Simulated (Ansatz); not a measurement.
Input file:

```
crystal:
  periodic: [false, false, false]
  atoms:
    - { symbol: Ge, position_ang: [0.246212, -0.038992, 0.139805] }
    - { symbol: Ge, position_ang: [0.163296, 0.024845, 2.545924] }
    - { symbol: H, position_ang: [-1.242005, -0.253372, 3.11462] }
    - { symbol: H, position_ang: [1.095969, -1.03197, 3.144218] }
    - { symbol: H, position_ang: [0.587765, 1.408746, 3.039561] }
    - { symbol: H, position_ang: [1.706409, 0.043206, -0.32468] }
    - { symbol: F, position_ang: [-0.480057, 1.438901, -0.414004] }
    - { symbol: H, position_ang: [-0.463218, -1.214459, -0.519934] }
    - { symbol: F, position_ang: [-2.545853, -0.159833, 0.853887] }
    - { symbol: H, position_ang: [-2.474217, -0.100273, 1.767202] }
basis:
  gaussian: { orbitals: def2-SVP }
hamiltonian:
  xc: { name: BHLYP }
relax:
  f_tol: 0.03
  max_steps: 50
output:
  orbitals: {}
```

Run with:

```sh
ansatz run input.yaml --threads 4 --pin off --max-ram 5120MiB --backend cpu --events-out ev --progress --plain --runs-dir out
```

The fields are those of the run's last geometry, not of the input's.

Method: RKS BHLYP/def2-SVP (Ansatz).

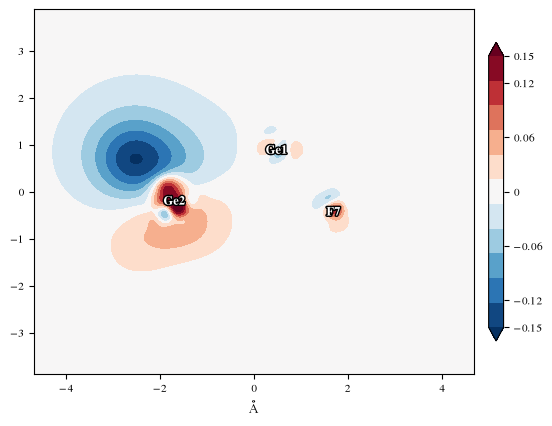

FGe₂H₅···HF. The HOMO−1 on the plane of atoms Ge2, Ge1 and F7 (values in Å⁻³ᐟ²; the overall sign is arbitrary).

Q: Where does this orbital lie, and at what energy?

A: Its weight (Hirshfeld) is mainly on Ge2 (about 25 %), H4 (about 20 %), Ge1 (about 15 %), H5 (about 10 %), H6 (about 10 %) and H8 (about 10 %). Its energy is −10.90 eV.
